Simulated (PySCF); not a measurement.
# Sb: excitation energy in aug-cc-pVQZ-PP plus 1 even-tempered diffuse shell per l with ECP28

Each state of antimony is computed at each level; their differences give the excitation energy. How far do the methods differ?

The numbers are computed with PySCF 2.14.0 (unrestricted determinants in a Gaussian basis, no spin-orbit coupling in the energies), except any that are marked as measured or tabulated.

### 1 The atom as given

* Element: antimony (Z = 51)
* Basis: aug-cc-pVQZ-PP with one added diffuse shell each of s, p, d, f, g type with ECP28MDF (8s8p6d4f3g, 117 functions)
* Hamiltonian: scalar relativity through the core potential
* State 1: Sb: [Kr] 4d10 5s1 5p3 6s1, high-spin 6S determinant (an excited configuration)
* Needed too, but not shown: Sb [Kr] 4d10 5s2 5p3 (4S)
* Methods: UHF, LDA, PBE, PBE0, r2SCAN, wB97X-V, M06, B3LYP, MP2
* Core shells frozen in the correlated runs: valence: 4s2 4p6 4d10 (for Sb)

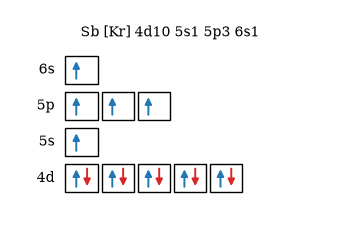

The shells outside the core, filled by Hund's rule for the drawing.

The runs were made by one driver on top of PySCF. The scripts below sum up each run's settings (the driver also hands on starting orbitals that pick excited configurations, and frozen orbitals as a list rather than a count), and the logs come from the driver's own runs. The driver starts from symmetry-adapted Hartree-Fock orbitals, holds the occupation by maximum overlap and uses a logarithmic radial grid for functionals, so a plain start would take other cycles.

The integrals over 117 functions and the set-up took 4.1 s of CPU time.

### 2 Sb [Kr] 4d10 5s1 5p3 6s1: the ladder of methods

#### UHF

The input, input.py:

```python
from pyscf import gto, scf, dft, mp, cc
import basis_set_exchange as bse
txt = bse.get_basis("aug-cc-pVQZ-PP", elements=["Sb"], fmt="nwchem", header=False, augment_diffuse=1)
cut = txt.index("\nECP")
mol = gto.M(atom="Sb 0 0 0", charge=0, spin=5, symmetry="D2h",
            basis=gto.basis.parse(txt[:cut]),
            ecp={"Sb": gto.basis.parse_ecp(txt[cut:])})
mf = scf.UHF(mol)
mf.irrep_nelec = {'Ag': (5, 3), 'B1g': (1, 1), 'B2g': (1, 1), 'B3g': (1, 1), 'B1u': (2, 1), 'B2u': (2, 1), 'B3u': (2, 1)}
mf.kernel()
```

Output:

```text
damping factor = 0
level_shift factor = 0
DIIS = <class 'pyscf.scf.diis.CDIIS'>
diis_start_cycle = 1
diis_space = 10
diis_damp = 0
SCF conv_tol = 1e-09
SCF conv_tol_grad = None
number electrons alpha = 14  beta = 9
cycle= 1 E= -238.925600202839  delta_E= -1.81e-10  |g|= 3.07e-06  |ddm|= 0.000355
converged SCF energy = -238.925600202839  <S^2> = 8.754086  2S+1 = 6.0013618
```

CPU time 1.8 s on a shared host, the integrals not counted.

The occupied shells:

| shell | electrons | mean orbital energy (eV) | spread (eV) | rms radius (bohr) |
| --- | --- | --- | --- | --- |
| 4s α | 1 | -183.12 | 0 | 0.849 |
| 4s β | 1 | -182.17 | 0 | 0.849 |
| 4p α | 3 | -130.48 | 0 | 0.916 |
| 4p β | 3 | -129.82 | 0 | 0.916 |
| 4d α | 5 | -49.554 | 0 | 1.10 |
| 4d β | 5 | -48.870 | 0 | 1.10 |
| 5s α | 1 | -25.414 | 0 | 2.33 |
| 5p α | 3 | -13.541 | 0 | 2.82 |
| 6s α | 1 | -3.133 | 0 | 7.25 |

⟨S²⟩ = 8.754, ⟨L²⟩ = 0.00.

Energies and moments cover only the electrons outside the core potential.

#### LDA

input.py differs from the last one in:

```diff
@@ -7,3 +7,3 @@
             ecp={"Sb": gto.basis.parse_ecp(txt[cut:])})
-mf = scf.UHF(mol)
+mf = dft.UKS(mol, xc="LDA,VWN")
 mf.irrep_nelec = {'Ag': (5, 3), 'B1g': (1, 1), 'B2g': (1, 1), 'B3g': (1, 1), 'B1u': (2, 1), 'B2u': (2, 1), 'B3u': (2, 1)}
```

Output:

```text
damping factor = 0
level_shift factor = 0
DIIS = <class 'pyscf.scf.diis.CDIIS'>
diis_start_cycle = 1
diis_space = 10
diis_damp = 0
SCF conv_tol = 1e-09
SCF conv_tol_grad = None
number electrons alpha = 14  beta = 9
XC functionals = LDA,VWN
    P. A. M. Dirac.,  Math. Proc. Cambridge Philos. Soc. 26, 376 (1930)
    F. Bloch.,  Z. Phys. 57, 545 (1929)
    S. H. Vosko, L. Wilk, and M. Nusair.,  Can. J. Phys. 58, 1200 (1980)
cycle= 1 E= -239.384238371218  delta_E= -0.0111  |g|= 0.0944  |ddm|= 0.968
cycle= 2 E= -239.384877233322  delta_E= -0.000639  |g|= 0.0727  |ddm|= 0.338
cycle= 3 E= -239.385900304246  delta_E= -0.00102  |g|= 0.00356  |ddm|= 0.168
cycle= 4 E= -239.385907951216  delta_E= -7.65e-06  |g|= 0.000128  |ddm|= 0.0226
cycle= 5 E= -239.385907972257  delta_E= -2.1e-08  |g|= 4.35e-06  |ddm|= 0.00187
cycle= 6 E= -239.385907972293  delta_E= -3.6e-11  |g|= 2.18e-07  |ddm|= 8.68e-05
converged SCF energy = -239.385907972293  <S^2> = 8.7513165  2S+1 = 6.0004388
```

CPU time 0.63 s on a shared host, the integrals not counted.

#### PBE

input.py differs from the last one in:

```diff
@@ -7,3 +7,3 @@
             ecp={"Sb": gto.basis.parse_ecp(txt[cut:])})
-mf = dft.UKS(mol, xc="LDA,VWN")
+mf = dft.UKS(mol, xc="PBE")
 mf.irrep_nelec = {'Ag': (5, 3), 'B1g': (1, 1), 'B2g': (1, 1), 'B3g': (1, 1), 'B1u': (2, 1), 'B2u': (2, 1), 'B3u': (2, 1)}
```

Output:

```text
damping factor = 0
level_shift factor = 0
DIIS = <class 'pyscf.scf.diis.CDIIS'>
diis_start_cycle = 1
diis_space = 10
diis_damp = 0
SCF conv_tol = 1e-09
SCF conv_tol_grad = None
number electrons alpha = 14  beta = 9
XC functionals = PBE
    J. P. Perdew, K. Burke, and M. Ernzerhof.,  Phys. Rev. Lett. 77, 3865 (1996)
    J. P. Perdew, K. Burke, and M. Ernzerhof.,  Phys. Rev. Lett. 78, 1396 (1997)
    J. P. Perdew, K. Burke, and M. Ernzerhof.,  Phys. Rev. Lett. 77, 3865 (1996)
    J. P. Perdew, K. Burke, and M. Ernzerhof.,  Phys. Rev. Lett. 78, 1396 (1997)
cycle= 1 E= -239.766882330125  delta_E= -0.00729  |g|= 0.0469  |ddm|= 0.812
cycle= 2 E= -239.767124272126  delta_E= -0.000242  |g|= 0.0338  |ddm|= 0.209
cycle= 3 E= -239.767339922799  delta_E= -0.000216  |g|= 0.00224  |ddm|= 0.071
cycle= 4 E= -239.767342889002  delta_E= -2.97e-06  |g|= 0.000272  |ddm|= 0.0174
cycle= 5 E= -239.767342968844  delta_E= -7.98e-08  |g|= 1.23e-05  |ddm|= 0.00622
cycle= 6 E= -239.767342969253  delta_E= -4.09e-10  |g|= 4.27e-07  |ddm|= 0.000716
converged SCF energy = -239.767342969253  <S^2> = 8.7514862  2S+1 = 6.0004954
```

It used 0.91 s of CPU time after the integrals (shared host).

#### PBE0

input.py differs from the last one in:

```diff
@@ -7,3 +7,3 @@
             ecp={"Sb": gto.basis.parse_ecp(txt[cut:])})
-mf = dft.UKS(mol, xc="PBE")
+mf = dft.UKS(mol, xc="PBE0")
 mf.irrep_nelec = {'Ag': (5, 3), 'B1g': (1, 1), 'B2g': (1, 1), 'B3g': (1, 1), 'B1u': (2, 1), 'B2u': (2, 1), 'B3u': (2, 1)}
```

Output:

```text
damping factor = 0
level_shift factor = 0
DIIS = <class 'pyscf.scf.diis.CDIIS'>
diis_start_cycle = 1
diis_space = 10
diis_damp = 0
SCF conv_tol = 1e-09
SCF conv_tol_grad = None
number electrons alpha = 14  beta = 9
XC functionals = PBE0
    C. Adamo and V. Barone.,  J. Chem. Phys. 110, 6158 (1999)
    M. Ernzerhof and G. E. Scuseria.,  J. Chem. Phys. 110, 5029 (1999)
cycle= 1 E= -239.793845743717  delta_E= -0.00445  |g|= 0.0259  |ddm|= 0.578
cycle= 2 E= -239.793960806122  delta_E= -0.000115  |g|= 0.0147  |ddm|= 0.128
cycle= 3 E= -239.794005940484  delta_E= -4.51e-05  |g|= 0.00153  |ddm|= 0.0349
cycle= 4 E= -239.794007971572  delta_E= -2.03e-06  |g|= 0.000257  |ddm|= 0.0186
cycle= 5 E= -239.794008126138  delta_E= -1.55e-07  |g|= 3.4e-05  |ddm|= 0.0064
cycle= 6 E= -239.794008131102  delta_E= -4.96e-09  |g|= 1.01e-06  |ddm|= 0.00158
cycle= 7 E= -239.794008131105  delta_E= -3.01e-12  |g|= 1.29e-07  |ddm|= 7.1e-05
converged SCF energy = -239.794008131105  <S^2> = 8.7518132  2S+1 = 6.0006044
```

It used 2 s of CPU time after the integrals (shared host).

#### r2SCAN

input.py differs from the last one in:

```diff
@@ -7,3 +7,3 @@
             ecp={"Sb": gto.basis.parse_ecp(txt[cut:])})
-mf = dft.UKS(mol, xc="PBE0")
+mf = dft.UKS(mol, xc="R2SCAN")
 mf.irrep_nelec = {'Ag': (5, 3), 'B1g': (1, 1), 'B2g': (1, 1), 'B3g': (1, 1), 'B1u': (2, 1), 'B2u': (2, 1), 'B3u': (2, 1)}
```

Output:

```text
damping factor = 0
level_shift factor = 0
DIIS = <class 'pyscf.scf.diis.CDIIS'>
diis_start_cycle = 1
diis_space = 10
diis_damp = 0
SCF conv_tol = 1e-09
SCF conv_tol_grad = None
number electrons alpha = 14  beta = 9
XC functionals = R2SCAN
    J. W. Furness, A. D. Kaplan, J. Ning, J. P. Perdew, and J. Sun.,  J. Phys. Chem. Lett. 11, 8208-8215 (2020)
    J. W. Furness, A. D. Kaplan, J. Ning, J. P. Perdew, and J. Sun.,  J. Phys. Chem. Lett. 11, 9248-9248 (2020)
    J. W. Furness, A. D. Kaplan, J. Ning, J. P. Perdew, and J. Sun.,  J. Phys. Chem. Lett. 11, 8208-8215 (2020)
    J. W. Furness, A. D. Kaplan, J. Ning, J. P. Perdew, and J. Sun.,  J. Phys. Chem. Lett. 11, 9248-9248 (2020)
cycle= 1 E= -239.883485751999  delta_E= -0.00529  |g|= 0.0175  |ddm|= 0.839
cycle= 2 E= -239.883584759083  delta_E= -9.9e-05  |g|= 0.00855  |ddm|= 0.0919
cycle= 3 E= -239.883600675297  delta_E= -1.59e-05  |g|= 0.00153  |ddm|= 0.0249
cycle= 4 E= -239.883602375986  delta_E= -1.7e-06  |g|= 0.000407  |ddm|= 0.0175
cycle= 5 E= -239.883602597924  delta_E= -2.22e-07  |g|= 4.68e-05  |ddm|= 0.00678
cycle= 6 E= -239.883602608044  delta_E= -1.01e-08  |g|= 1.9e-06  |ddm|= 0.00255
cycle= 7 E= -239.883602608053  delta_E= -8.78e-12  |g|= 1.44e-07  |ddm|= 9.01e-05
converged SCF energy = -239.883602608053  <S^2> = 8.7533302  2S+1 = 6.00111
```

It used 2.1 s of CPU time after the integrals (shared host).

#### wB97X-V

input.py differs from the last one in:

```diff
@@ -7,3 +7,3 @@
             ecp={"Sb": gto.basis.parse_ecp(txt[cut:])})
-mf = dft.UKS(mol, xc="R2SCAN")
+mf = dft.UKS(mol, xc="WB97X_V")
 mf.irrep_nelec = {'Ag': (5, 3), 'B1g': (1, 1), 'B2g': (1, 1), 'B3g': (1, 1), 'B1u': (2, 1), 'B2u': (2, 1), 'B3u': (2, 1)}
```

Output:

```text
damping factor = 0
level_shift factor = 0
DIIS = <class 'pyscf.scf.diis.CDIIS'>
diis_start_cycle = 1
diis_space = 10
diis_damp = 0
SCF conv_tol = 1e-09
SCF conv_tol_grad = None
number electrons alpha = 14  beta = 9
XC functionals = WB97X_V
    N. Mardirossian and M. Head-Gordon.,  Phys. Chem. Chem. Phys. 16, 9904-9924 (2014)
NLC functional = WB97X_V
cycle= 1 E= -239.747040442761  delta_E= -0.00415  |g|= 0.0237  |ddm|= 0.584
cycle= 2 E= -239.747244492872  delta_E= -0.000204  |g|= 0.0101  |ddm|= 0.146
cycle= 3 E= -239.747283304288  delta_E= -3.88e-05  |g|= 0.00249  |ddm|= 0.0302
cycle= 4 E= -239.747296166935  delta_E= -1.29e-05  |g|= 0.000632  |ddm|= 0.0302
cycle= 5 E= -239.747299717767  delta_E= -3.55e-06  |g|= 9.26e-05  |ddm|= 0.0257
cycle= 6 E= -239.747299809117  delta_E= -9.13e-08  |g|= 1.09e-05  |ddm|= 0.00547
cycle= 7 E= -239.747299810348  delta_E= -1.23e-09  |g|= 1.56e-06  |ddm|= 0.000944
cycle= 8 E= -239.747299810366  delta_E= -1.78e-11  |g|= 1.54e-07  |ddm|= 0.000133
converged SCF energy = -239.747299810366  <S^2> = 8.7518514  2S+1 = 6.0006171
```

It used 7.8 s of CPU time after the integrals (shared host).

#### M06

input.py differs from the last one in:

```diff
@@ -7,3 +7,3 @@
             ecp={"Sb": gto.basis.parse_ecp(txt[cut:])})
-mf = dft.UKS(mol, xc="WB97X_V")
+mf = dft.UKS(mol, xc="M06")
 mf.irrep_nelec = {'Ag': (5, 3), 'B1g': (1, 1), 'B2g': (1, 1), 'B3g': (1, 1), 'B1u': (2, 1), 'B2u': (2, 1), 'B3u': (2, 1)}
```

Output:

```text
damping factor = 0
level_shift factor = 0
DIIS = <class 'pyscf.scf.diis.CDIIS'>
diis_start_cycle = 1
diis_space = 10
diis_damp = 0
SCF conv_tol = 1e-09
SCF conv_tol_grad = None
number electrons alpha = 14  beta = 9
XC functionals = M06
    Y. Zhao and D. G. Truhlar.,  Theor. Chem. Acc. 120, 215 (2008)
    Y. Zhao and D. G. Truhlar.,  Theor. Chem. Acc. 120, 215 (2008)
cycle= 1 E= -239.807694552719  delta_E= -0.00448  |g|= 0.03  |ddm|= 0.652
cycle= 2 E= -239.807885596526  delta_E= -0.000191  |g|= 0.0163  |ddm|= 0.287
cycle= 3 E= -239.807947202584  delta_E= -6.16e-05  |g|= 0.00172  |ddm|= 0.148
cycle= 4 E= -239.807948349499  delta_E= -1.15e-06  |g|= 0.000391  |ddm|= 0.0211
cycle= 5 E= -239.807948418866  delta_E= -6.94e-08  |g|= 0.000133  |ddm|= 0.00321
cycle= 6 E= -239.807948430716  delta_E= -1.18e-08  |g|= 0.000124  |ddm|= 0.00154
cycle= 7 E= -239.807948436094  delta_E= -5.38e-09  |g|= 0.000168  |ddm|= 0.000364
cycle= 8 E= -239.807948394381  delta_E= 4.17e-08  |g|= 0.00023  |ddm|= 0.000393
cycle= 9 E= -239.807948433307  delta_E= -3.89e-08  |g|= 0.000143  |ddm|= 0.000506
cycle= 10 E= -239.807948432381  delta_E= 9.26e-10  |g|= 0.000135  |ddm|= 2.75e-05
[... 28 lines left out ...]
cycle= 39 E= -239.807948441933  delta_E= -1.63e-08  |g|= 6.43e-05  |ddm|= 0.000106
cycle= 40 E= -239.807948441497  delta_E= 4.37e-10  |g|= 0.000113  |ddm|= 1.18e-05
cycle= 41 E= -239.807948440226  delta_E= 1.27e-09  |g|= 0.000194  |ddm|= 1.69e-05
cycle= 42 E= -239.807948440272  delta_E= -4.54e-11  |g|= 0.000192  |ddm|= 4.9e-07
cycle= 43 E= -239.807948440723  delta_E= -4.51e-10  |g|= 0.000169  |ddm|= 4.12e-06
cycle= 44 E= -239.807948441802  delta_E= -1.08e-09  |g|= 8.45e-05  |ddm|= 1.34e-05
cycle= 45 E= -239.807948442035  delta_E= -2.33e-10  |g|= 4.96e-05  |ddm|= 1.06e-05
cycle= 46 E= -239.807948442048  delta_E= -1.29e-11  |g|= 4.59e-05  |ddm|= 4.78e-07
cycle= 47 E= -239.807948442104  delta_E= -5.59e-11  |g|= 3.53e-05  |ddm|= 3.25e-06
cycle= 48 E= -239.80794844214  delta_E= -3.63e-11  |g|= 2.34e-05  |ddm|= 1.94e-06
converged SCF energy = -239.80794844214  <S^2> = 8.7510783  2S+1 = 6.0003594
```

CPU time 19 s on a shared host, the integrals not counted.

#### B3LYP

input.py differs from the last one in:

```diff
@@ -7,3 +7,3 @@
             ecp={"Sb": gto.basis.parse_ecp(txt[cut:])})
-mf = dft.UKS(mol, xc="M06")
+mf = dft.UKS(mol, xc="B3LYP")
 mf.irrep_nelec = {'Ag': (5, 3), 'B1g': (1, 1), 'B2g': (1, 1), 'B3g': (1, 1), 'B1u': (2, 1), 'B2u': (2, 1), 'B3u': (2, 1)}
```

Output:

```text
damping factor = 0
level_shift factor = 0
DIIS = <class 'pyscf.scf.diis.CDIIS'>
diis_start_cycle = 1
diis_space = 10
diis_damp = 0
SCF conv_tol = 1e-09
SCF conv_tol_grad = None
number electrons alpha = 14  beta = 9
XC functionals = B3LYP
    P. J. Stephens, F. J. Devlin, C. F. Chabalowski, and M. J. Frisch.,  J. Phys. Chem. 98, 11623 (1994)
cycle= 1 E= -239.847809784179  delta_E= -0.00637  |g|= 0.0314  |ddm|= 0.698
cycle= 2 E= -239.847962863033  delta_E= -0.000153  |g|= 0.0188  |ddm|= 0.142
cycle= 3 E= -239.848032504848  delta_E= -6.96e-05  |g|= 0.00174  |ddm|= 0.042
cycle= 4 E= -239.848034142487  delta_E= -1.64e-06  |g|= 0.000268  |ddm|= 0.0141
cycle= 5 E= -239.848034217529  delta_E= -7.5e-08  |g|= 1.73e-05  |ddm|= 0.00268
cycle= 6 E= -239.848034219233  delta_E= -1.7e-09  |g|= 6.62e-07  |ddm|= 0.000639
cycle= 7 E= -239.848034219235  delta_E= -1.48e-12  |g|= 3.16e-08  |ddm|= 2.74e-05
converged SCF energy = -239.848034219235  <S^2> = 8.751116  2S+1 = 6.000372
```

It used 2.1 s of CPU time after the integrals (shared host).

#### MP2 (valence)

input.py differs from the last one in:

```diff
@@ -7,4 +7,5 @@
             ecp={"Sb": gto.basis.parse_ecp(txt[cut:])})
-mf = dft.UKS(mol, xc="B3LYP")
+mf = scf.UHF(mol)
 mf.irrep_nelec = {'Ag': (5, 3), 'B1g': (1, 1), 'B2g': (1, 1), 'B3g': (1, 1), 'B1u': (2, 1), 'B2u': (2, 1), 'B3u': (2, 1)}
 mf.kernel()
+mp.UMP2(mf, frozen=9).kernel()
```

No log was kept for this step.

It used 0.26 s of CPU time after the integrals (shared host).

With 5 electrons correlated, the MP2 correlation energy is -0.02394 hartree (-0.02394 same spin, 0.00000 opposite spin); the SCS form gives -0.00798. Largest pairs of shells: 5p-5p -0.0138, 5p-6s -0.0067, 5s-5p -0.0032, 5s-6s -0.0002, 5s-5s 0.0000.

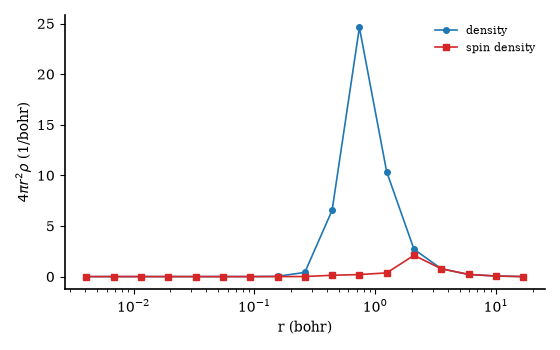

Radial density 4πr²ρ of Sb at UHF, the electrons outside the core potential, at 17 stored radii joined by straight lines.

### 3 Differences of total energies

Excitation energy: Sb [Kr] 4d10 5s2 5p3 (4S) → Sb [Kr] 4d10 5s1 5p3 6s1 (6S).

| method | value (eV) |
| --- | --- |
| UHF | 9.589 |
| LDA | 12.329 |
| PBE | 12.001 |
| PBE0 | 11.691 |
| r2SCAN | 11.635 |
| wB97X-V | 11.943 |
| M06 | 12.594 |
| B3LYP | 12.155 |
| MP2 (valence) | 10.746 |
| SCS-MP2 (valence) | 11.132 |

The differences also use runs on Sb [Kr] 4d10 5s2 5p3 (4S), which are not shown here.

### 4 Summary of results

| quantity | value |
| --- | --- |
| excitation energy, Sb → [Kr] 4d10 5s1 5p3 6s1 | UHF 9.589, MP2 (valence) 10.746 eV |

The methods span 3.005 eV, from UHF (9.589) to M06 (12.594). No reference value is at hand in this session. All values hold for this basis alone; no basis-set limit was taken.
